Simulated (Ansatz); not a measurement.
The starting structures come from a database of crystals and need not be the phases stable at ambient conditions.

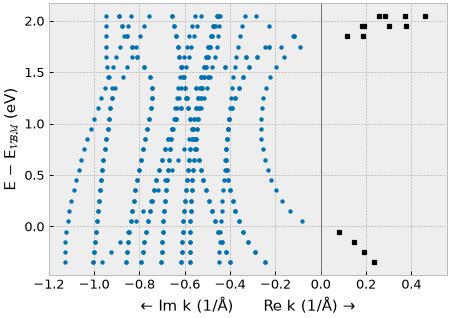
Fig. 1. Complex bands at the centre of the two-dimensional zone; Ansatz (an electronic-structure program) with r2SCAN

The gap is the functional's own. No spin-orbit coupling. Mid-gap values are interpolated on the energy grid.

This is LiNbO2 (P6_3/mmc, not sure to be the ambient phase, 8 atoms a cell, 9.7 Å³ an atom, -5 GPa at this level) along the normal of (100). Read off the slowest decay at the centre of the two-dimensional zone at 0.85 eV, the computed energy nearest the middle of the gap.

κ ≈ 0.26 1/Å, a decay length 1/(2κ) of the density of 1.9 Å.
